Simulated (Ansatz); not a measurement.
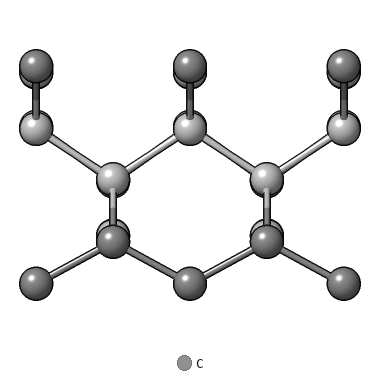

The system is N₂ on a C(110) slab cut from the Fd-3m phase, its upper half relaxed before the scan (20 atoms of substrate and one adsorbate in a 2 × 1 cell); the picture shows it without the atoms that are moved over the map. N2 is moved over the surface cell at a fixed height above a rigid substrate; the origin of the map has the adsorbate above C17; the height is held at 2.90 Å. Places are given modulo a cell vector. The map is drawn in real space over the plane of the surface. The grid has 4 × 4 points; 12 points were computed and 4 follow by symmetry. Places are given in fractions of the 1 × 1 surface cell. All energies are given in meV relative to the lowest grid point. At a fixed height the lowest place need not be the adsorption site. Level of theory: DFT PBE+D3(BJ), scalar-relativistic, plane waves, PAW in Ansatz. Settings: cutoff 420 eV, k-mesh 5×8×1, gaussian smearing 0.05 eV, no spin polarisation.

Range: position of N21 along the first surface vector from 0.00 to 0.75; position of N21 along the second surface vector from 0.00 to 0.75.

What will the energy surface look like?

The lowest grid point is at (0/4, 2/4) of the cell vectors. The highest grid point, the top site over a surface C atom, (0/4, 0/4) of the cell vectors, lies 91 meV above the lowest.

```csv
"second ↓, first →",0/4,1/4,2/4,3/4
3/4,20,15,10,15
2/4,0,3,7,3
1/4,67,73,78,73
0/4,91,87,83,87
```

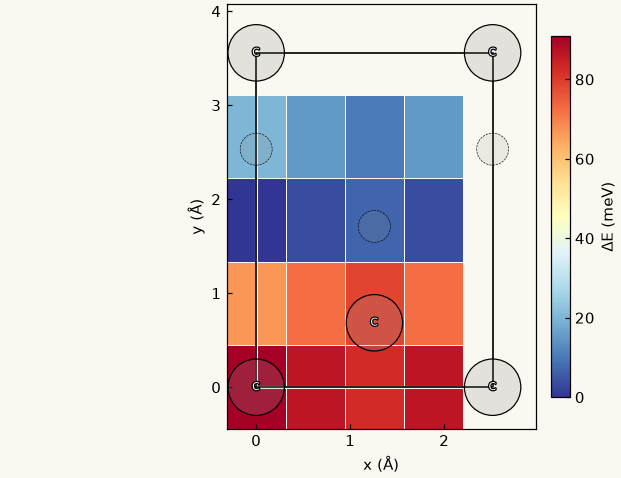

Drawn: one coloured cell a grid point, labelled circles for the atoms of the top layer and small ones for the second layer, the outline of one cell of the plane.

Each point was launched as `ansatz run input.yaml --threads 2 --pin off --max-ram 6144MiB --backend cpu --events-out ev --progress --plain --runs-dir out`. The whole map (12 points run) took 6.5 min on 2 threads of Arm Neoverse V1, with other jobs on the host.

PAW datasets: the set soft_1.
